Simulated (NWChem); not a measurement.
# One shape, several levels: CH4N (methyl amino radical)

Aim: a comparison of 5 runs (UBHLYP/def2-TZVP, UM06-2X/def2-TZVP, UB3LYP/def2-TZVP, UM06-L/def2-TZVP, UPBE0/def2-TZVP) of CH4N (methyl amino radical). 

The calculation is run with NWChem 7.3.0.

## (1) The system as given

The species is CH4N (6 atoms), meant as a doublet with charge 0. As SMILES, `C[NH]`. The coordinates come from a PBE0-D4/def2-TZVP relaxation.

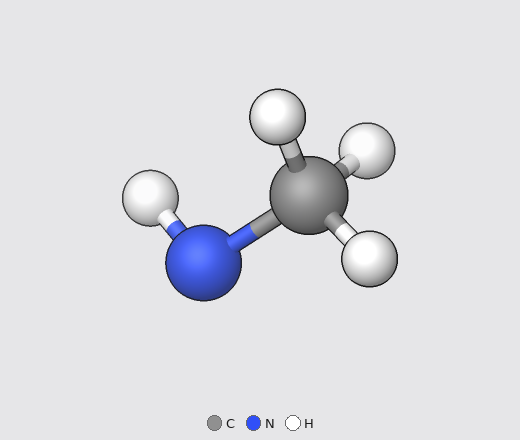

Viewed from a chosen angle; carbon grey, nitrogen blue, hydrogen white.

## (2) Energy and forces at UBHLYP/def2-TZVP (run 1)

Contents of a.nw:

```
START a
memory stack 880 mb heap 220 mb global 1100 mb

GEOMETRY units angstroms noautosym nocenter noautoz
  C       -0.068100      -0.273300      -0.237300
  N       -0.284200       0.423100       0.992400
  H       -0.267300       0.373500      -1.106000
  H       -0.712900      -1.151300      -0.303700
  H        0.978900      -0.597100      -0.342200
  H        0.353600       1.225100       0.996700
END

BASIS spherical bse
  * library def2-TZVP
END

DFT
  xc bhlyp
  mult 2
  grid xfine
  convergence energy 1e-08
  maxiter 100
  mulliken
  print low
END

TASK dft gradient
```

Command:

```console
nwchem a.nw > a.out
```

Standard output:

```text
[...]
 d= 0,ls=0.0,diis     1    -95.1345875854 -1.31D+02  1.83D-03  5.92D-02     3.9
[...]
 d= 0,ls=0.0,diis    11    -95.1722065464 -8.69D-10  1.52D-07  5.68D-11    42.1
[...]
         Total DFT energy =      -95.172206546439
      One electron energy =     -199.385586218898
           Coulomb energy =       81.691022488425
    Exchange-Corr. energy =      -13.747007027050
 Nuclear repulsion energy =       36.269364211084
[...]
      <S2> =      0.7556 (Exact =     0.7500)
                         DFT ENERGY GRADIENTS
    atom               coordinates                        gradient
                 x          y          z           x          y          z
   1 C      -0.128690  -0.516462  -0.448432   -0.001201   0.003346   0.006579
   2 N      -0.537060   0.799543   1.875364   -0.005932  -0.006144   0.001437
   3 H      -0.505124   0.705813  -2.090037   -0.000386   0.003238  -0.005203
   4 H      -1.347186  -2.175642  -0.573910   -0.003469  -0.004794  -0.000504
   5 H       1.849853  -1.128355  -0.646664    0.005744  -0.001517  -0.001502
   6 H       0.668207   2.315103   1.883490    0.005243   0.005872  -0.000806
 Task  times  cpu:       49.2s     wall:       49.2s
 Total times  cpu:       49.3s     wall:       49.3s
```

Wall time 50 s (1 thread of Intel Xeon Platinum 8488C (Sapphire Rapids), shared host); peak memory 0.14 GiB.

## (3) Energy and gradient at UM06-2X/def2-TZVP (run 2)

Contents of m1.xyz:

```xyz
6

C     -0.068100    -0.273300    -0.237300
N     -0.284200     0.423100     0.992400
H     -0.267300     0.373500    -1.106000
H     -0.712900    -1.151300    -0.303700
H      0.978900    -0.597100    -0.342200
H      0.353600     1.225100     0.996700
```

Contents of m1.nw:

```
start m1
memory total 2200 mb

geometry units angstrom noautosym nocenter noautoz
load format xyz m1.xyz
end

basis "ao basis" spherical bse
* library def2-TZVP
end

dft
xc m06-2x
mult 2
grid xfine
convergence energy 1e-08
maxiter 100
mulliken
print low
end

task dft gradient
```

Command:

```console
nwchem m1.nw > m1.out
```

Standard output:

```text
[...]
 d= 0,ls=0.0,diis     1    -95.1427861098 -1.31D+02  2.22D-03  5.34D-02     5.3
[...]
 d= 0,ls=0.0,diis    11    -95.1747847456 -5.43D-10  6.51D-08  1.37D-11    58.6
[...]
         Total DFT energy =      -95.174784745634
      One electron energy =     -199.336090188053
           Coulomb energy =       81.626084293223
    Exchange-Corr. energy =      -13.734143061887
 Nuclear repulsion energy =       36.269364211084
[...]
      <S2> =      0.7543 (Exact =     0.7500)
                         DFT ENERGY GRADIENTS
    atom               coordinates                        gradient
                 x          y          z           x          y          z
   1 C      -0.128690  -0.516462  -0.448432   -0.001017   0.003317   0.006118
   2 N      -0.537060   0.799543   1.875364   -0.000422  -0.002803  -0.003067
   3 H      -0.505124   0.705813  -2.090037    0.000039   0.000685  -0.001573
   4 H      -1.347186  -2.175642  -0.573910   -0.000842  -0.001336  -0.000355
   5 H       1.849853  -1.128355  -0.646664    0.001490  -0.000435  -0.000728
   6 H       0.668207   2.315103   1.883490    0.000752   0.000573  -0.000396
 Task  times  cpu:       72.9s     wall:       72.9s
 Total times  cpu:       72.9s     wall:       72.9s
```

Run time: 74 s. Hardware: 1 thread of Intel Xeon Platinum 8488C (Sapphire Rapids), shared host; peak memory 0.14 GiB.

Runs 3 to 4 aren't shown in full; the table further down has their settings and results.

## (4) Energy and forces at UPBE0/def2-TZVP (run 5)

Contents of calc.xyz:

```xyz
6
CH4N PBE0
C     -0.068100    -0.273300    -0.237300
N     -0.284200     0.423100     0.992400
H     -0.267300     0.373500    -1.106000
H     -0.712900    -1.151300    -0.303700
H      0.978900    -0.597100    -0.342200
H      0.353600     1.225100     0.996700
```

Contents of run.py:

```python
from ase.io import read
from ase.calculators.nwchem import NWChem

molecule = read('calc.xyz')

calc = NWChem(
    label='calc',
    theory='dft',
    memory='2200 mb',
    basis='def2-TZVP',
    basispar='spherical bse',
    dft={'xc': 'pbe0', 'mult': '2', 'grid': 'xfine', 'convergence': 'energy 1e-08', 'iterations': '100', 'mulliken': None},
)
molecule.calc = calc

forces = molecule.get_forces()
print(f"energy = {molecule.get_potential_energy():.6f} eV")
print("forces (eV/A):")
for s, f in zip(molecule.symbols, forces):
    print(f"{s:2s} {f[0]:10.5f} {f[1]:10.5f} {f[2]:10.5f}")
```

Command:

```console
export ASE_NWCHEM_COMMAND="nwchem PREFIX.nwi > PREFIX.nwo"
python run.py
```

Standard output:

```text
energy = -2588.150996 eV
forces (eV/A):
C    -0.00298    0.00221   -0.00329
N     0.00345   -0.00031    0.00190
H     0.00149   -0.00098    0.00036
H    -0.00051   -0.00113    0.00005
H     0.00041   -0.00026    0.00108
H    -0.00190    0.00041   -0.00005
```

The calculator wrote calc.nwi:

```
title "calc"

permanent_dir calc

scratch_dir calc

start calc

geometry units angstrom nocenter noautosym noautoz
  C  -6.8099999999999994e-02 -2.7329999999999999e-01 -2.3730000000000001e-01
  N  -2.8420000000000001e-01 4.2309999999999998e-01 9.9239999999999995e-01
  H  -2.6729999999999998e-01 3.7350000000000000e-01 -1.1060000000000001e+00
  H  -7.1289999999999998e-01 -1.1513000000000000e+00 -3.0370000000000003e-01
  H  9.7889999999999999e-01 -5.9709999999999996e-01 -3.4220000000000000e-01
  H  3.5360000000000003e-01 1.2251000000000001e+00 9.9670000000000003e-01
end

memory 2200 mb

basis spherical bse noprint
   * library def2-TZVP
end

dft
  xc pbe0
  mult 2
  grid xfine
  convergence energy 1e-08
  iterations 100
  mulliken
end

task dft gradient
```

calc.nwo:

```text
Northwest Computational Chemistry Package (NWChem) 7.3.0
             --------------------------------------------------------

           Job information
           ---------------

    nwchem branch   = 7.3.0
    use scalapack   = T
    input           = calc.nwi
    prefix          = calc.
    data base       = calc/calc.db
    status          = startup
    nproc           =        1

           Memory information
           ------------------

[... 5 lines left out ...]
    hardfail = no
[... 119 lines left out ...]
          Convergence on energy requested:  1.00D-08
[... 28 lines left out ...]
          total energy or number of iterations.
[... 91 lines left out ...]
      One electron energy =     -199.398107851535
[... 1355 lines left out ...]
          Convergence on energy requested:  1.00D-08
[... 28 lines left out ...]
          total energy or number of iterations.
[... 37 lines left out ...]
                 ----------------------------------------
                 |  Time  |  1-e(secs)   |  2-e(secs)   |
                 ----------------------------------------
                 |  CPU   |       0.01   |       3.01   |
                 ----------------------------------------
                 |  WALL  |       0.01   |       3.01   |
                 ----------------------------------------

 Task  times  cpu:       49.7s     wall:       49.7s
 Total times  cpu:       49.8s     wall:       49.8s
```

Run time: 51 s. Hardware: 1 thread of Intel Xeon Platinum 8488C (Sapphire Rapids), shared host; peak memory 0.14 GiB.

## (5) The series

```tsv
run	level	energy (Eh)	⟨S²⟩	largest force (eV/Å)	wall time
1	UBHLYP/def2-TZVP	-95.172207	0.756	0.445	50 s
2	UM06-2X/def2-TZVP	-95.174785	0.754	0.362	74 s
3	UB3LYP/def2-TZVP	-95.234117	0.754	0.220	46 s
4	UM06-L/def2-TZVP	-95.213574	0.756	0.110	69 s
5	UPBE0/def2-TZVP	-95.112796	0.754	0.005	51 s
```

## (6) Summary of results

| quantity | value |
| --- | --- |
| run 5: total energy | -95.11280 Eh |
| run 5: dipole moment | 2.00 D |
| run 5: HOMO energy (highest over α and β) | -7.67 eV |
| run 5: LUMO energy (lowest over α and β) | -2.09 eV |
| run 5: ⟨S²⟩ | 0.754 |
| run 5: largest force on an atom | 0.005 eV/Å |

In words: Over runs 3, 4, 5 the dipole moment (its size) runs from 1.93 D (UM06-L/def2-TZVP) to 2.01 D (UB3LYP/def2-TZVP). Totals of different functionals can't be ranked against each other. All runs together took 4.8 min, the longest 74 s.
